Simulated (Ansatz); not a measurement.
A series of calculations on BH4O2Cl

**1. Relaxation**

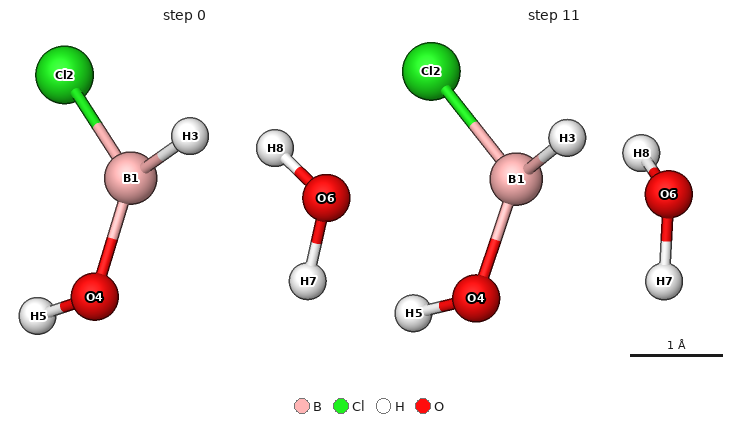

The structure of BH₄O₂Cl before (left) and after (right) a relaxation, at one scale.

A ball-and-stick model, seen at a tilt.

The run prepares an end point of a later path (reaction) calculation, from a guessed geometry.

Level of theory: RKS BLYP-D4/cc-pVDZ (Ansatz).

Input file:
```yaml
crystal:
  periodic: [false, false, false]
  atoms:
    - { symbol: B, position_ang: [0.05683, -0.305654, 0.019276] }
    - { symbol: Cl, position_ang: [-0.009812, -0.737252, 1.815186] }
    - { symbol: H, position_ang: [1.115695, -0.06116, -0.486191] }
    - { symbol: O, position_ang: [-1.056967, -0.484423, -0.741197] }
    - { symbol: H, position_ang: [-1.820955, -0.801866, -0.215372] }
    - { symbol: O, position_ang: [-0.234702, 2.208774, 0.635123] }
    - { symbol: H, position_ang: [-1.164573, 2.251251, 0.324169] }
    - { symbol: H, position_ang: [-0.331916, 1.799331, 1.535406] }
basis:
  gaussian: { orbitals: cc-pVDZ }
hamiltonian:
  xc: blyp
  dispersion: d4
relax:
  f_tol: 0.03
  max_steps: 50
```

Command:
```bash
ansatz run input.yaml --threads 1 --pin off --max-ram 2048MiB --backend cpu --events-out ev --progress --plain --runs-dir out
```

Describe what moved and what it gained.

Answer. The energy falls by 1.27 kcal/mol in 10 accepted moves (11 points after the start). The largest force component goes from 0.46 to 0.0087 eV/Å. The line search rejected the trial step at point 1 of the run. The largest move after the best rigid fit is that of O6, 0.34 Å. By element the largest moves are O 0.34 Å, H 0.27 Å, B 0.23 Å, Cl 0.06 Å. Some distances before and after: B1–O6 2.605 → 2.043 Å, B1–O4 1.360 → 1.382 Å, B1–Cl2 1.848 → 1.859 Å, O6–H8 0.994 → 0.984 Å.

Limits of the set-up: the start holds two separate molecules, 2.6 Å apart at their closest, whose relative position is a soft coordinate.

**2. Relaxation**

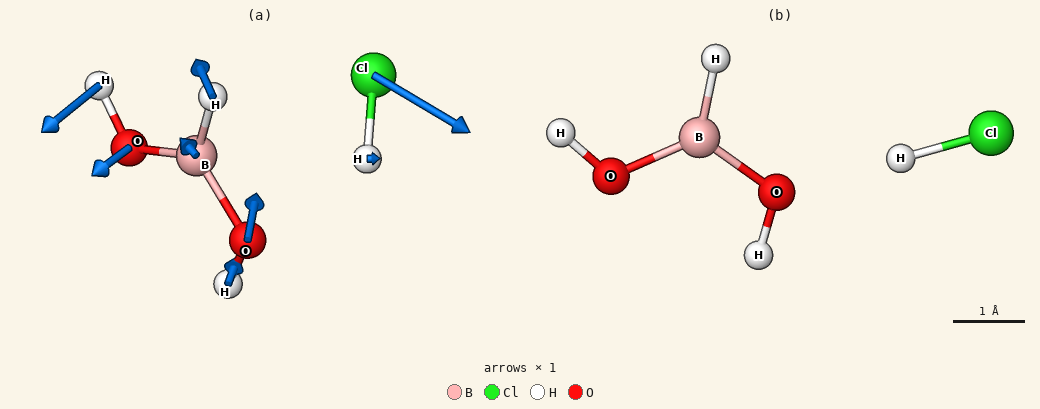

The structure of BH4O2Cl before (left) and after (right) a relaxation, at one scale. The blue arrows give the displacements, at their true length.

Style: ball-and-stick. Shown at a tilt.

The run prepares an end point of a later path (reaction) calculation, from a guessed geometry.

Computed with RKS BLYP-D4/cc-pVDZ in Ansatz 0.2.0.

Input file:
```yaml
crystal:
  periodic: [false, false, false]
  atoms:
    - { symbol: B, position_ang: [-0.248046, 0.421185, -0.294346] }
    - { symbol: Cl, position_ang: [-0.004784, -0.159252, 2.709972] }
    - { symbol: H, position_ang: [0.809103, -0.159903, -0.369138] }
    - { symbol: O, position_ang: [-1.47033, -0.121461, -0.602345] }
    - { symbol: H, position_ang: [-1.400858, -1.07312, -0.81521] }
    - { symbol: O, position_ang: [-0.194356, 1.769192, 0.06913] }
    - { symbol: H, position_ang: [-1.09683, 2.156885, 0.07404] }
    - { symbol: H, position_ang: [0.159702, 1.035474, 2.114297] }
basis:
  gaussian: { orbitals: cc-pVDZ }
hamiltonian:
  xc: blyp
  dispersion: d4
relax:
  f_tol: 0.03
  max_steps: 50
output:
  orbitals: {}
```

Command:
```bash
ansatz run input.yaml --threads 1 --pin off --max-ram 2048MiB --backend cpu --events-out ev --progress --plain --runs-dir out
```

Question: Describe what moved and what it gained.

Answer: The atom that moves furthest after the best rigid fit is Cl2 (1.71 Å). By element the largest moves are Cl 1.71 Å, H 1.35 Å, O 0.99 Å, B 0.45 Å. Near-neighbour distances that change, for instance: Cl2–H8 1.345 → 1.328 Å, B1–O6 1.397 → 1.383 Å. Among the angles between lasting bonds that change: B1–O6–H7 110.3° → 112.8°. After 21 accepted moves (23 points after the start) the energy has fallen by 0.188 eV. Largest force component: 0.69 eV/Å at the start, 0.0071 eV/Å at the end. The line search rejected the trial steps at points 8, 15 of the run. The forces were under the threshold at step 16, but the run went on from there. The run took 45 s on 1 thread of Arm Neoverse V2, with other jobs on the host, peak memory 0.12 GiB.

Limits of the set-up: the start holds two separate molecules, 2.2 Å apart at their closest, whose relative position is a soft coordinate.

**3. Path**

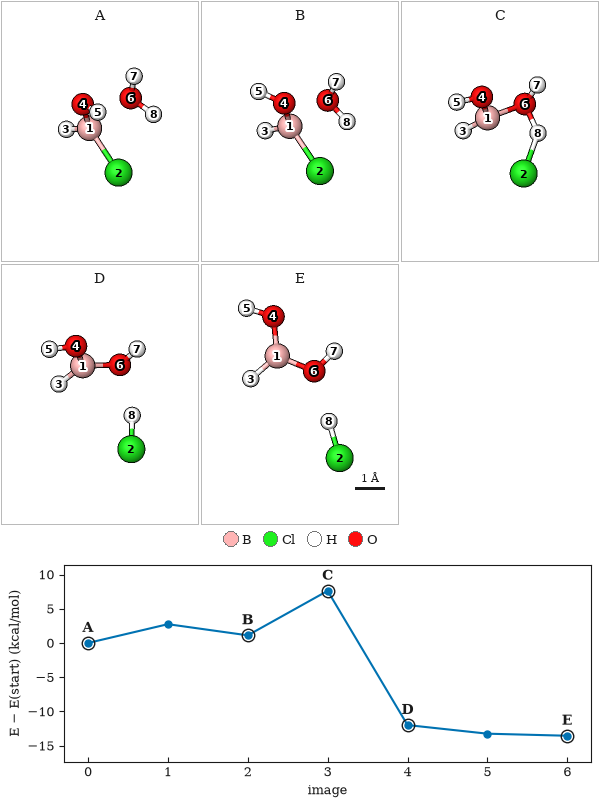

A nudged-elastic-band calculation for BH4O2Cl. Images are numbered from 0 (start) to 6 (end). Frames A to E are images 0, 2, 3, 4, 6. The picture is a ball-and-stick view, seen from a free direction.

The calculation used Ansatz 0.2.0, RKS BLYP-D4/cc-pVDZ. Set-up: 5 movable images; climbing image; force threshold 0.03 eV/Å; iteration limit 60; starting path through a guess of the saddle point.

### Describe the mechanism and the energy profile.

Forward barrier 7.6 kcal/mol, backward barrier 21.2 kcal/mol, with image 3 at the top; the reaction energy is −13.5 kcal/mol. The profile has 2 maxima (images 1, 3) with a dip at image 2 (+1.1 kcal/mol), so the process runs in steps. The path has more than one stage, and so few images may leave a stage unresolved. Breaking: B1–Cl2 (1.86 → 2.33 at the top → 4.15 Å), O6–H8 (0.98 → 1.14 at the top → 1.82 Å). Forming: B1–O6 (2.04 → 1.54 at the top → 1.38 Å), Cl2–H8 (2.63 → 1.70 at the top → 1.33 Å). The band converged in 18 iterations. The largest component of the band force went from 9.4 to 0.024 eV/Å. The climbing image converged on the top of the path. Its vibrational analysis gives one imaginary mode (525i cm⁻¹), as a transition state must have.
